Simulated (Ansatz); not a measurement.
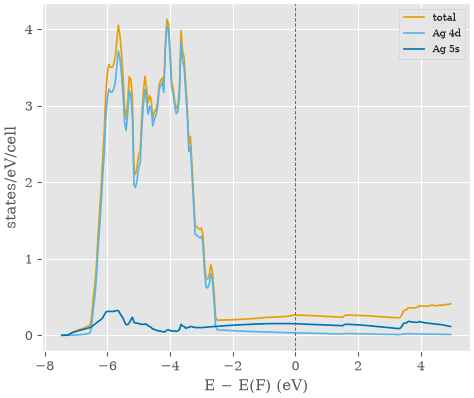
Figure. Total and projected density of states of Ag (simple hexagonal, P6/mmm), r²SCAN (plane waves, PAW; program Ansatz)

**Question.** Which orbitals carry the states next to the Fermi level?

**Answer.** Within 0.5 eV of the Fermi level: Ag 5s 59 %, Ag 4d 12 %, outside the projected shells 29 %. Projections are on Löwdin-orthogonalised atomic valence shells; empty p or d shells of many metals are not among them.

**Question.** Where is the tallest occupied peak in this window, and what makes it?

**Answer.** Near -4.1 eV, about 4.1 states/eV per cell; the largest projected share is Ag 4d.

The start of the workflow was typed in or built on a structure type; neither database checked (COD, Materials Project) lists it. It is not the phase usual at ambient conditions (space group No. 225). The r²SCAN relaxation kept the symmetry of its start. At this level the phase is mechanically unstable. The run is not spin-polarised. Spin–orbit coupling is left out wherever it is not named.

Potentials: the earlier of the program's two PAW sets.
